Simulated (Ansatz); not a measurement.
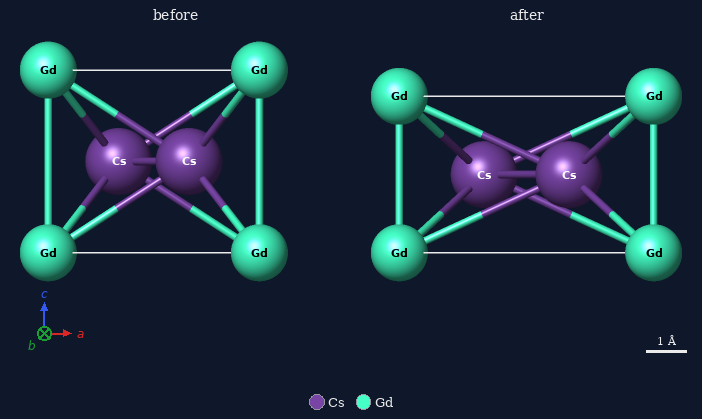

The structure of crystalline Cs$_{2}$Gd (a generated structure, set up in P6/mmm) (coarse preliminary run) before (left) and after (right) a relaxation, at one scale.

The picture is a ball-and-stick view of the cell of the calculation, seen along the b axis.

The calculation used DFT PBE, scalar-relativistic, plane waves, PAW in Ansatz 0.2.0.

Input file:
```yaml
crystal:
  lattice:
    - [6.22808002, 0.0, 0.0]
    - [-3.11404001, 5.39367552, 0.0]
    - [0.0, 0.0, 4.66711012]
  atoms:
    - { symbol: Cs, position: [0.33333333, 0.66666667, 0.5] }
    - { symbol: Cs, position: [0.66666667, 0.33333333, 0.5] }
    - { symbol: Gd, position: [0.0, 0.0, 0.0], spin: 7.0 }
basis:
  ecutwfc: 420
kpoints:
  mp_grid: { grid: [3, 3, 4] }
hamiltonian:
  xc: pbe
scf:
  occupations: { method: gaussian, width: 0.1 }
  lower_state_search: "off"
output:
  forces: true
  stress: true
  eigenvalues: true
  populations: true
magnetization:
  spin_polarized: true
relax:
  adjacent_minimum: "off"
  f_tol: 0.04
  max_steps: 70
  cell: { stress_tol: 0.4 }
```

Launched with:
```bash
ansatz run input.yaml --threads 1 --pin off --max-ram 2560MiB --backend cpu --events-out ev --progress --plain --runs-dir out
```

**What changed between the two?**

Over 7 accepted moves (9 points after the start) the energy falls by 0.678 eV per cell of the calculation. All forces vanish by symmetry, so only the cell relaxes. The pressure goes from 2.36 to 0.10 GPa. The SCF was repeated twice at an unchanged geometry on a basis and grid sized afresh for the cell, which shifted the energy by 39.5 meV per cell of the calculation at most. The atoms keep their places relative to the cell (all moves are under 0.005 Å). The volume changes by +24.3 %, with a = b 6.228 → 7.504 Å (+20.5 %), c 4.667 → 3.996 Å (−14.4 %). Among the contacts that change: Cs1–Cs2 3.596 → 4.333 Å, Cs1–Cs1 4.667 → 3.996 Å, Gd3–Gd3 4.667 → 3.996 Å, Cs1–Gd3 4.287 → 4.771 Å. The space group stays P6/mmm (No. 191). The run may lie on a higher electronic state than the lowest, so the end point isn't shown to be the ground-state structure. The run took 2.9 min on 1 thread of Arm Neoverse V1, on a shared host, peak memory 0.53 GiB.
